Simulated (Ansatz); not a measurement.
# ClFH₄OSi₂: up Jacob's ladder to CCSD(T)

How much do the methods differ for ClFH₄OSi₂? The plan is to run it at one geometry with functionals of several rungs and with coupled cluster. The yardstick is the atomisation energy at the CCSD(T) limit.

Program: Ansatz 0.2.0, Gaussian basis. Level of theory: functionals in def2-TZVPP, the program's frozen cores in correlated methods. These are calculated values, not measurements.

Levels to be run: LDA (SPW92), PBE-D4, revPBE-D4, BLYP-D4, r2SCAN-D4, B97M-V, PBE0-D4, B3LYP-D4, r2SCANh-D4, r2SCAN0-D4, HSE06-D4, BHLYP-D4, CAM-B3LYP-D4, LC-ωPBE, ωB97X-V, ωB97M-V, B2PLYP, PBE-QIDH; CCSD(T)/def2-SVP; CCSD(T)/def2-TZVPP; MP2/def2-QZVPP; extrapolation to the limit; RPA on PBE.

## (1) Structure used throughout

All runs share one geometry, relaxed beforehand with PBE0-D4 in a triple-zeta def2 set.

SMILES `F[SiH2]O[SiH2]Cl`, 9 atoms, charge 0, spin multiplicity 1.

Atoms are counted from 1 here; the program's logs count them from 0.

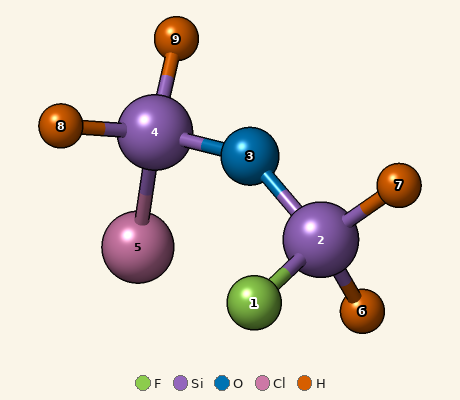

The structure; fluorine green, silicon purple, oxygen blue, chlorine pink, hydrogen orange; atoms are numbered from 1 in the order of the file.

## (2) LDA

This LDA is Slater exchange with PW92 correlation.

in.yaml

```yaml
crystal:
  periodic: [false, false, false]
  atoms:
    - {symbol: F, position_ang: [-1.949893, -0.092932, -1.427657]}
    - {symbol: Si, position_ang: [-0.674619, -0.965297, -1.042059]}
    - {symbol: O, position_ang: [-0.059854, -0.419236, 0.358930]}
    - {symbol: Si, position_ang: [0.646356, 0.792703, 1.180760]}
    - {symbol: Cl, position_ang: [1.763743, 1.943881, -0.094663]}
    - {symbol: H, position_ang: [0.312972, -0.818905, -2.130468]}
    - {symbol: H, position_ang: [-1.120909, -2.356005, -0.833046]}
    - {symbol: H, position_ang: [-0.384674, 1.660200, 1.784714]}
    - {symbol: H, position_ang: [1.555480, 0.209391, 2.186390]}
basis:
  gaussian: {orbitals: def2-TZVPP}
hamiltonian: {xc: lda}
output: {orbitals: {seedname: orbitals}}
```

Command:

```
ansatz run in.yaml --threads 4 --pin off --events-out ev --progress --plain --max-ram 10444MiB
```

Further steps of the session: PBE-D4 (GGA); revPBE-D4 (GGA); BLYP-D4 (GGA); r2SCAN-D4 (meta-GGA); B97M-V (meta-GGA); PBE0-D4 (hybrid); B3LYP-D4 (hybrid); r2SCANh-D4 (hybrid); r2SCAN0-D4 (hybrid); HSE06-D4 (hybrid); BHLYP-D4 (hybrid); CAM-B3LYP-D4 (range-separated); LC-ωPBE (range-separated); ωB97X-V (range-separated); ωB97M-V (range-separated); B2PLYP (double hybrid); PBE-QIDH (double hybrid); CCSD(T) in def2-SVP; CCSD(T) in def2-TZVPP; MP2 in def2-QZVPP; RPA on PBE orbitals.

**Question.** What will the summary of the whole plan be? Wanted: atomisation energy, CCSD(T)/CBS; farthest beyond LDA; mean size of error, GGA; mean size of error, meta-GGA; mean size of error, hybrid; mean size of error, range-separated; mean size of error, double hybrid; gap, smallest and largest; T1 diagnostic.

**Answer**, as computed:

```
                               quantity                                      value
        atomisation energy, CCSD(T)/CBS                             783.8 kcal/mol
functionals within 3.9 kcal/mol (0.5 %)     B97M-V, CAM-B3LYP-D4, ωB97X-V, ωB97M-V
                    farthest beyond LDA                 revPBE-D4 (-28.0 kcal/mol)
                mean size of error, GGA                              17.7 kcal/mol
           mean size of error, meta-GGA                               3.9 kcal/mol
             mean size of error, hybrid                              17.1 kcal/mol
    mean size of error, range-separated                               5.7 kcal/mol
      mean size of error, double hybrid                              15.1 kcal/mol
              gap, smallest and largest  6.71 eV (LDA (SPW92)), 14.19 eV (LC-ωPBE)
                          T1 diagnostic                                     0.0109
triples share of the correlation energy                                      3.3 %
```

In words: The LDA atomisation energy is off by 87.2 kcal/mol (11 %): it overbinds. PBE-D4 is off by -10.0 kcal/mol. Double hybrids carry the basis error of their MP2 part in triple zeta, and no dispersion term here, so their miss is partly the set-up's. By mean error the best rung here is meta-GGA (3.9 kcal/mol) and the worst beyond LDA is GGA (17.7 kcal/mol). The gap between the best rungs is small, so their order is not settled. Misses under about 3.9 kcal/mol are within the doubt on the reference itself, which lacks core-valence correlation, relativity and higher excitations. Hartree-Fock recovers 75 % of the binding; the rest is correlation. CCSD(T) in def2-SVP is off by -71.2 kcal/mol, so the small basis spoils what the method gains. Orbital gaps span 6.7 to 14.2 eV; exact exchange widens them.
